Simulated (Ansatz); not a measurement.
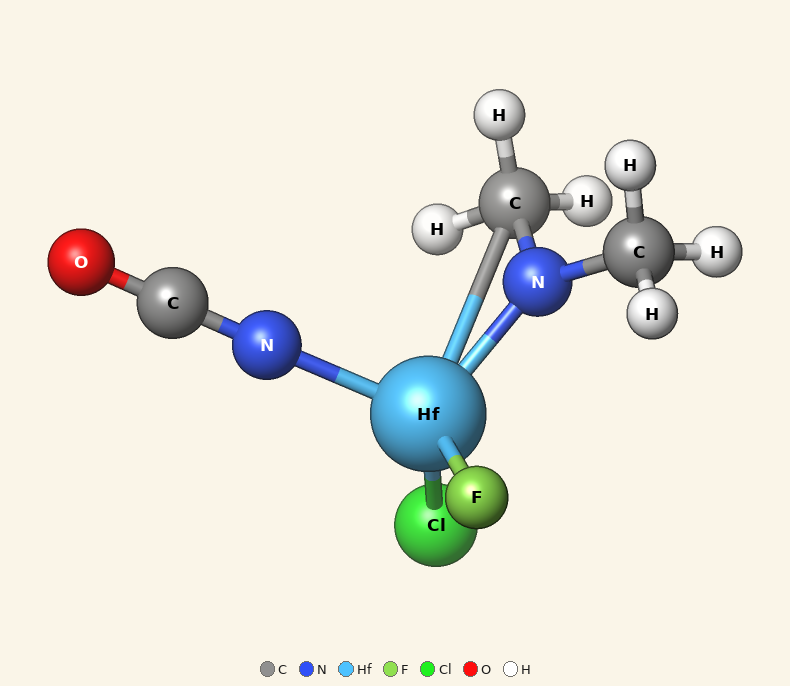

Starting geometry of the run.

Ansatz 0.2.0 input:

```yaml
crystal:
  periodic: [false, false, false]
  atoms:
    - {symbol: C, position_ang: [0.200812, 1.453322, 1.534257]}
    - {symbol: N, position_ang: [0.030261, 0.275723, 0.717406]}
    - {symbol: C, position_ang: [1.047138, -0.731770, 0.933633]}
    - {symbol: Hf, position_ang: [-1.382548, -0.163860, -0.619987]}
    - {symbol: F, position_ang: [-2.519614, 1.355398, -0.732753]}
    - {symbol: Cl, position_ang: [-2.508619, -2.100689, 0.128094]}
    - {symbol: N, position_ang: [-0.431818, -0.566886, -2.380832]}
    - {symbol: C, position_ang: [0.144605, -0.791858, -3.410047]}
    - {symbol: O, position_ang: [0.702823, -1.011033, -4.408539]}
    - {symbol: H, position_ang: [1.165949, 1.937255, 1.335531]}
    - {symbol: H, position_ang: [0.167082, 1.203100, 2.602608]}
    - {symbol: H, position_ang: [-0.588141, 2.181284, 1.333671]}
    - {symbol: H, position_ang: [2.047269, -0.348856, 0.694414]}
    - {symbol: H, position_ang: [1.048796, -1.081197, 1.973722]}
    - {symbol: H, position_ang: [0.876003, -1.609953, 0.298831]}
basis:
  gaussian: {orbitals: def2-mTZVP, final_grid: {core_spheres: 20, valence_spheres: 16, degree: 47}}
hamiltonian: {xc: {name: HSE06}, pseudopotentials: {relativity: none}}
```

It was started with:

```sh
ansatz run in.yaml --threads 2 --pin off --events-out ev --progress --plain --max-ram 32768MiB --backend cpu
```

What the program printed:

```
Functional definition: HSE06
  name "HSE06"
  cite "Heyd, Scuseria & Ernzerhof, J. Chem. Phys. 118, 8207 (2003) doi:10.1063/1.1564060"
  cite "Krukau, Vydrov, Izmaylov & Scuseria, J. Chem. Phys. 125, 224106 (2006) doi:10.1063/1.2404663"
  cite "Heyd & Scuseria, J. Chem. Phys. 120, 7274 (2004) doi:10.1063/1.1668634"
  cite "Ernzerhof & Perdew, J. Chem. Phys. 109, 3313 (1998) doi:10.1063/1.476928"
  cite "Perdew, Burke & Ernzerhof, Phys. Rev. Lett. 77, 3865 (1996) doi:10.1103/PhysRevLett.77.3865"
  parent pbe
  parameter a = 0.25
  parameter omega = 0.11/bohr
  # The whole range is PBE's own exchange, as in plane waves. The composition of these papers is wPBEh.
  exchange = pbe_x - a*pbe_x_sr(omega) + a*exact_x_sr(omega)
  correlation = pbe_c
2009 factors; their error is unknown
169 factors; integrals over basis functions are off by at most 3.7e-7 eV
mean field evaluation 1: about -24757.7895 eV, gradient 9.5e1 eV
mean field evaluation 2: about -24687.1471 eV, gradient 2.0e2 eV
mean field evaluation 4: about -24774.6889 eV, gradient 2.1e1 eV
mean field evaluation 8: about -24775.5771 eV, gradient 2.0e-1 eV
mean field evaluation 16: about -24775.6411 eV, gradient 9.8e-4 eV
mean field -24775.64111815 eV, -910.4880175592 hartree, gradient 8.6e-5 eV, S^2 0.000000; 0 other end points of the search recorded, 0 dependent functions left out
reference -24775.64117075 eV, -910.4880194922 hartree; 42, 42 occupied and 172, 172 virtual orbitals, 2009 factors
Total energy: -24775.64117075 eV, -910.4880194922 hartree
```

The calculation finished and met its thresholds.
